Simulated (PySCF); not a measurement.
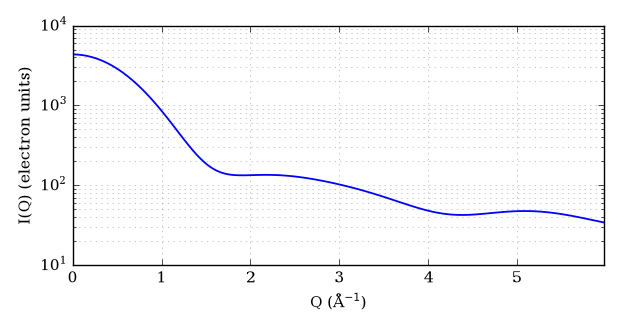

Elastic X-ray scattering of a randomly oriented, rigid molecule, calculated with the Debye equation from neutral-atom form factors (independent atoms, no Compton part, no vibration). The geometry is the end point of an optimisation (PySCF, PBE0-D3(BJ)/def2-SVP geometry optimisation, gas phase); it may be a saddle point or a higher isomer. It contains C, F, H.

> How many electrons does the independent-atom model of the molecule hold?

I(0) is the square of the electron number: I(0) = 4360, so about 66 electrons, the count of C7H15F.

> What radius of gyration does the initial fall-off give?

From I(Q) ≈ I(0) exp(−Q²R²/3) at small Q, R ≈ 2.22 Å. It is larger than the electron-weighted radius of the nuclear positions alone (2.08 Å), because each atom's electron cloud adds to it.
